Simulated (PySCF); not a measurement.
# CH4FPSi (SMILES [H]/P=C(\F)[SiH3]): levels of theory compared

Wanted: a comparison of 6 runs (HF/STO-3G, HF/def2-SVP, HF/6-311+G**, PBE0/3-21G, B3LYP/6-31G*, B2PLYP/pcseg-2) of CH4FPSi. 

The calculation is run with PySCF 2.14.0.

**1. The system as given**

CH4FPSi has 8 atoms, charge 0, and is taken as a singlet. As SMILES, `[H]/P=C(\F)[SiH3]`. Geometry: relaxed at GFN2-xTB.

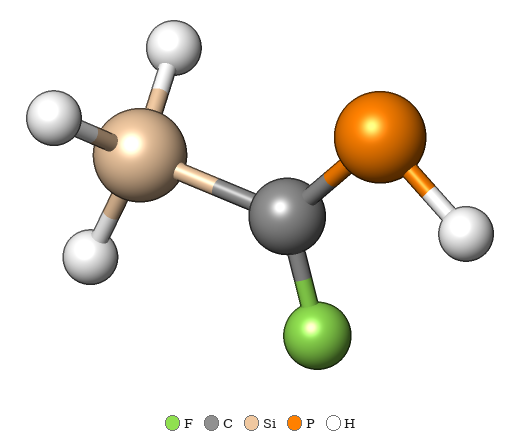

Viewed from a chosen angle; fluorine green, carbon grey, silicon light orange, phosphorus orange, hydrogen white.

**2. Energy and gradient at HF/STO-3G (run 1)**

Input file input.py:

```python
from pyscf import gto

molecule = gto.M(
    atom='''
F     -1.032244    -1.119323     3.050471
C     -0.387942    -1.019432     0.563403
Si     0.685952     2.202570    -0.602105
P     -0.596927    -3.671530    -1.181098
H     -1.049705     3.010655    -2.596578
H      0.598363     3.889000     1.579735
H      3.251009     1.936478    -1.597310
H     -1.468506    -5.228381     0.783462
''',
    spin=0,
    charge=0,
    verbose=4,
    max_memory=1860,
    basis='sto-3g',
    unit='bohr',
)

myscf = molecule.RHF()
myscf.conv_tol = 1e-10
myscf.kernel()
if not myscf.converged:
    myscf = myscf.newton().run(myscf.mo_coeff, myscf.mo_occ)

etot = myscf.e_tot
print(f'total energy: {etot:.8f} hartree')
grad = myscf.nuc_grad_method().kernel()
myscf.analyze()
```

Command:

```console
$ OMP_NUM_THREADS=1 python input.py
```

What it wrote:

```text
PySCF version 2.14.0

[... 80 lines left out ...]
One-electron Energy =                -1457.592024803157074
[... 8 lines left out ...]
MO #4   energy= -11.0095403327081  occ= 2
[... 6 lines left out ...]
MO #11  energy= -4.00051995451479  occ= 2
[... 6 lines left out ...]
MO #18  energy= -0.519917160866351 occ= 2
[... 6 lines left out ...]
MO #25  energy= 0.237490022639392  occ= 0
[... 6 lines left out ...]
MO #32  energy= 0.728765783874095  occ= 0
[... 43 lines left out ...]
Dipole moment(X, Y, Z, Debye):  0.31494,  0.88030, -0.40264
```

Run time: 4.2 s. Hardware: 1 thread of Intel Xeon at 2.50GHz (Skylake/Cascade Lake), shared host; peak memory 0.12 GiB.

**3. Energy and gradient at HF/def2-SVP (run 2)**

Input file run.py:

```python
# FC([SiH3])=P
import pyscf.grad
from pyscf import gto, scf

mol = gto.Mole()
mol.atom = [
    ('F', (-0.546240, -0.592320, 1.614240)),
    ('C', (-0.205290, -0.539460, 0.298140)),
    ('Si', (0.362990, 1.165550, -0.318620)),
    ('P', (-0.315880, -1.942890, -0.625010)),
    ('H', (-0.555480, 1.593170, -1.374050)),
    ('H', (0.316640, 2.057970, 0.835960)),
    ('H', (1.720360, 1.024740, -0.845260)),
    ('H', (-0.777100, -2.766740, 0.414590)),
]
mol.max_memory = 1860
mol.verbose = 3
mol.basis = 'def2-svp'
mol.build()

calc0 = scf.RHF(mol)
calc0.conv_tol = 1e-10
calc0.kernel()
if not calc0.converged:
    calc0 = calc0.newton().run(calc0.mo_coeff, calc0.mo_occ)

e_tot = calc0.e_tot
print('E(%s) = %.9f' % ('HF', e_tot))
grad = calc0.Gradients().kernel()
dip = calc0.dip_moment()
pop, q = calc0.mulliken_pop()
```

Command:

```console
$ OMP_NUM_THREADS=1 python run.py
```

What it wrote:

```text
converged SCF energy = -768.931603753488
[... 9 lines left out ...]
Dipole moment(X, Y, Z, Debye):  0.33881,  0.71062, -0.66216
[... 93 lines left out ...]
charge of    7H =     -0.02103
```

Run time: 12 s. Hardware: 1 thread of Intel Xeon at 2.50GHz (Skylake/Cascade Lake), shared host; peak memory 0.17 GiB.

**4. Energy and forces at HF/6-311+G(d,p) (run 3)**

Input file mol.xyz:

```xyz
8
CH4FPSi
F     -0.546240    -0.592320     1.614240
C     -0.205290    -0.539460     0.298140
Si     0.362990     1.165550    -0.318620
P     -0.315880    -1.942890    -0.625010
H     -0.555480     1.593170    -1.374050
H      0.316640     2.057970     0.835960
H      1.720360     1.024740    -0.845260
H     -0.777100    -2.766740     0.414590
```

Input file calc.py:

```python
from pyscf import gto

system = gto.Mole()
system.atom = 'mol.xyz'
system.verbose = 4
system.charge = 0
system.basis = '6-311+g**'
system.max_memory = 1860
system.spin = 0
system.build()

mf = system.RHF()
mf.conv_tol = 1e-10
mf.kernel()
if not mf.converged:
    mf = mf.newton().run(mf.mo_coeff, mf.mo_occ)

energy = mf.e_tot
print('Final energy', energy)
grad = mf.nuc_grad_method().kernel()
mf.analyze()
```

Command:

```console
$ OMP_NUM_THREADS=1 python calc.py
```

What it wrote:

```text
PySCF version 2.14.0

[... 100 lines left out ...]
MO #13  energy= -1.63064427813261  occ= 2
[... 22 lines left out ...]
MO #36  energy= 0.172317164604071  occ= 0
[... 22 lines left out ...]
MO #59  energy= 0.682554986656345  occ= 0
[... 22 lines left out ...]
MO #82  energy= 1.66452894104323   occ= 0
[... 22 lines left out ...]
MO #105 energy= 3.01656039804184   occ= 0
[... 22 lines left out ...]
MO #128 energy= 166.236439480896   occ= 0
[... 139 lines left out ...]
Dipole moment(X, Y, Z, Debye):  0.35329,  0.72864, -0.70452
```

Run time: 41 s. Hardware: 1 thread of Intel Xeon at 2.50GHz (Skylake/Cascade Lake), shared host; peak memory 0.38 GiB.

Runs 4 to 5 aren't shown in full; the table further down has their settings and results.

**5. The energy at B2PLYP/pcseg-2 (run 6)**

Input file input.py:

```python
from pyscf import gto, dft, mp

system = gto.M(
    atom='''
F     -0.546240    -0.592320     1.614240
C     -0.205290    -0.539460     0.298140
Si     0.362990     1.165550    -0.318620
P     -0.315880    -1.942890    -0.625010
H     -0.555480     1.593170    -1.374050
H      0.316640     2.057970     0.835960
H      1.720360     1.024740    -0.845260
H     -0.777100    -2.766740     0.414590
''',
    basis='pcseg-2',
    max_memory=1860,
    verbose=3,
    spin=0,
)

ks = dft.RKS(system, xc='0.53*HF + 0.47*B88, 0.73*LYP')
ks.conv_tol = 1e-10
ks.grids.level = 5
ks.kernel()
if not ks.converged:
    ks = ks.newton().run(ks.mo_coeff, ks.mo_occ)

pt = mp.MP2(ks, frozen=12).run()
energy = ks.e_tot + 0.27 * pt.e_corr
print('PT2 part  %.8f' % (0.27 * pt.e_corr))
print('Final energy', energy)
ks.analyze()
```

Command:

```console
$ OMP_NUM_THREADS=1 python input.py
```

What it wrote:

```text
converged SCF energy = -770.666527739513
[... 33 lines left out ...]
MO #29  energy= 0.0861457559316836 occ= 0
[... 30 lines left out ...]
MO #60  energy= 0.808834609926183  occ= 0
[... 30 lines left out ...]
MO #91  energy= 1.84273699761394   occ= 0
[... 30 lines left out ...]
MO #122 energy= 3.55722145786316   occ= 0
[... 30 lines left out ...]
MO #153 energy= 4.52163315558334   occ= 0
[... 30 lines left out ...]
MO #184 energy= 19.8757450014349   occ= 0
[... 9 lines left out ...]
Dipole moment(X, Y, Z, Debye):  0.29745,  0.65428, -0.55163
```

Wall time 2.1 min (1 thread of Intel Xeon at 2.50GHz (Skylake/Cascade Lake), shared host); peak memory 1.7 GiB.

**6. The series**

```tsv
run	level	integration grid	Cartesian functions	energy (Eh)	dipole moment (D)	HOMO energy (eV)	LUMO energy (eV)	wall time
1	HF/STO-3G	–	no	-760.229587	1.02	-6.07	6.46	4.2 s
2	HF/def2-SVP	–	no	-768.931604	1.03	-9.64	1.52	12 s
3	HF/6-311+G**	–	no	-769.293772	1.07	-9.67	1.03	41 s
4	PBE0/3-21G	5	no	-766.683922	1.11	-7.32	-1.77	27 s
5	B3LYP/6-31G* (Cartesian functions)	5	yes	-771.138712	0.89	-6.97	-1.95	49 s
6	B2PLYP/pcseg-2	5	no	-770.886884	0.91	-8.25	-0.84	2.1 min
```

**7. Summary of results**

| quantity | value |
| --- | --- |
| run 6: total energy | -770.88688 Eh |
| run 6: dipole moment (SCF part) | 0.91 D |
| run 6: HOMO energy (SCF part's orbitals) | -8.25 eV |
| run 6: LUMO energy (SCF part's orbitals) | -0.84 eV |
| run 6: HOMO–LUMO gap (SCF part's orbitals) | 7.42 eV |

**Reading.** The dipole moment (its size) runs from 0.89 D (B3LYP/6-31G*) to 1.11 D (PBE0/3-21G). The two ends differ in method and basis. The HOMO–LUMO gap runs from 5.02 eV (B3LYP/6-31G*) to 12.53 eV (HF/STO-3G). Totals of different functionals can't be ranked against each other. In run 1 the basis is minimal, so the values are rough. All runs together took 4.3 min, the longest 2.1 min.
